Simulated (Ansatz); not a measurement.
**Convergence series on Si8Mg5Ca2H2O24 (C2/m, 41 atoms in the cell)**

```xyz
41
Lattice="4.8373 -8.8745 0.0000 4.8373 8.8745 0.0000 -1.3211 0.0000 5.0177" Properties=species:S:1:pos:R:3 pbc="T T T"
Si     2.3221     1.4891     1.4913
Si     6.0315     1.4891     3.5264
Si     6.0315    -1.4891     3.5264
Si     2.3221    -1.4891     1.4913
Si     1.7271     3.0369     4.0377
Si     6.6264     3.0369     0.9800
Si     6.6264    -3.0369     0.9800
Si     1.7271    -3.0369     4.0377
Mg     4.1768    -7.3162     2.5088
Mg     4.1768     7.3162     2.5088
Mg     4.8373    -5.7418     0.0000
Mg     4.8373     5.7418     0.0000
Mg     0.0000     0.0000     0.0000
Ca     4.1768    -3.9403     2.5088
Ca     4.1768     3.9403     2.5088
H      0.8869     0.0000     3.8335
H      7.4666     0.0000     1.1842
O      0.7946     1.5211     1.0939
O      7.5589     1.5211     3.9238
O      7.5589    -1.5211     3.9238
O      0.7946    -1.5211     1.0939
O      5.0287    -5.8412     3.6348
O      3.3248    -5.8412     1.3829
O      3.3248     5.8412     1.3829
O      5.0287     5.8412     3.6348
O      0.1045     0.0000     3.5902
O      8.2491     0.0000     1.4275
O      5.8710    -4.4035     1.0382
O      2.4825    -4.4035     3.9795
O      2.4825     4.4035     3.9795
O      5.8710     4.4035     1.0382
O      3.2204     2.3855     0.5043
O      5.1331     2.3855     4.5134
O      5.1331    -2.3855     4.5134
O      3.2204    -2.3855     0.5043
O      2.5498     2.1086     2.9559
O      5.8037     2.1086     2.0618
O      5.8037    -2.1086     2.0618
O      2.5498    -2.1086     2.9559
O      2.8803     0.0000     1.4692
O      5.4732     0.0000     3.5485
```

Method: PBEsol, default PAW files made with PBE (plane waves; Ansatz, a quantum-chemistry and plane-wave program).

The starting cell comes from a database of published, mostly measured structures (it also holds non-ambient and calculated ones), without a prior relaxation at this level. Its lattice was rescaled by a random factor within 2.5 % of one. In the base run, with a pressure of about 14 GPa the cell is away from its equilibrium volume at this level. In the base run, forces exceed 1 eV/Å. Ansatz's pressure includes its estimate of the finite-basis (Pulay) stress.

Held fixed: kpoints.mp_grid.grid = 3 3 4; hamiltonian.xc = pbesol; hamiltonian.pseudopotentials = {kind: paw} (the program's default PAW files); scf.occupations.method = methfessel_paxton; scf.occupations.width = 0.136 eV.

ΔF is the free energy per atom less that of the last row (840 eV).

The first pressure column holds Ansatz's estimate of the finite-basis (Pulay) stress, which hides part of the cutoff error; the other is without it.

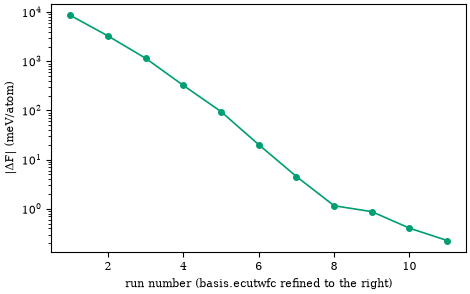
Figure: Size of the energy error against the last run of the series; values under 0.01 meV/atom are drawn at 0.01.

```json
[
 {"basis.ecutwfc": "170 eV", "ΔF (meV/atom)": "8599.5", "pressure (GPa)": "8.10", "largest force (eV/Å)": "14.781", "gap on the mesh (eV)": "4.390", "pressure at a fixed set of plane waves (GPa)": "-339.83", "plane waves": "2177", "iterations": "10"},
 {"basis.ecutwfc": "210 eV", "ΔF (meV/atom)": "3285.8", "pressure (GPa)": "16.48", "largest force (eV/Å)": "12.444", "gap on the mesh (eV)": "4.909", "pressure at a fixed set of plane waves (GPa)": "-159.63", "plane waves": "2949", "iterations": "9"},
 {"basis.ecutwfc": "250 eV", "ΔF (meV/atom)": "1152.1", "pressure (GPa)": "16.31", "largest force (eV/Å)": "12.244", "gap on the mesh (eV)": "5.251", "pressure at a fixed set of plane waves (GPa)": "-63.13", "plane waves": "3871", "iterations": "9"},
 {"basis.ecutwfc": "295 eV", "ΔF (meV/atom)": "323.6", "pressure (GPa)": "14.63", "largest force (eV/Å)": "12.416", "gap on the mesh (eV)": "5.361", "pressure at a fixed set of plane waves (GPa)": "-13.97", "plane waves": "4967", "iterations": "9"},
 {"basis.ecutwfc": "335 eV", "ΔF (meV/atom)": "94.9", "pressure (GPa)": "14.22", "largest force (eV/Å)": "12.537", "gap on the mesh (eV)": "5.392", "pressure at a fixed set of plane waves (GPa)": "3.81", "plane waves": "5987", "iterations": "9"},
 {"basis.ecutwfc": "380 eV", "ΔF (meV/atom)": "20.2", "pressure (GPa)": "14.26", "largest force (eV/Å)": "12.596", "gap on the mesh (eV)": "5.405", "pressure at a fixed set of plane waves (GPa)": "11.42", "plane waves": "7221", "iterations": "9"},
 {"basis.ecutwfc": "420 eV", "ΔF (meV/atom)": "4.5", "pressure (GPa)": "14.28", "largest force (eV/Å)": "12.602", "gap on the mesh (eV)": "5.409", "pressure at a fixed set of plane waves (GPa)": "13.59", "plane waves": "8435", "iterations": "9"},
 {"basis.ecutwfc": "485 eV", "ΔF (meV/atom)": "1.16", "pressure (GPa)": "14.29", "largest force (eV/Å)": "12.583", "gap on the mesh (eV)": "5.409", "pressure at a fixed set of plane waves (GPa)": "14.26", "plane waves": "10471", "iterations": "9"},
 {"basis.ecutwfc": "545 eV", "ΔF (meV/atom)": "0.88", "pressure (GPa)": "14.29", "largest force (eV/Å)": "12.565", "gap on the mesh (eV)": "5.409", "pressure at a fixed set of plane waves (GPa)": "14.25", "plane waves": "12443", "iterations": "9"},
 {"basis.ecutwfc": "630 eV", "ΔF (meV/atom)": "0.40", "pressure (GPa)": "14.27", "largest force (eV/Å)": "12.549", "gap on the mesh (eV)": "5.409", "pressure at a fixed set of plane waves (GPa)": "14.25", "plane waves": "15467", "iterations": "9"},
 {"basis.ecutwfc": "735 eV", "ΔF (meV/atom)": "0.23", "pressure (GPa)": "14.27", "largest force (eV/Å)": "12.540", "gap on the mesh (eV)": "5.409", "pressure at a fixed set of plane waves (GPa)": "14.26", "plane waves": "19521", "iterations": "9"},
 {"basis.ecutwfc": "840 eV", "ΔF (meV/atom)": "0.00", "pressure (GPa)": "14.27", "largest force (eV/Å)": "12.536", "gap on the mesh (eV)": "5.409", "pressure at a fixed set of plane waves (GPa)": "14.24", "plane waves": "23805", "iterations": "9"}
]
```

The gap is read on the k-point mesh of the run and can differ from the gap over the whole zone at this level.

Keys are those of Ansatz 0.2.
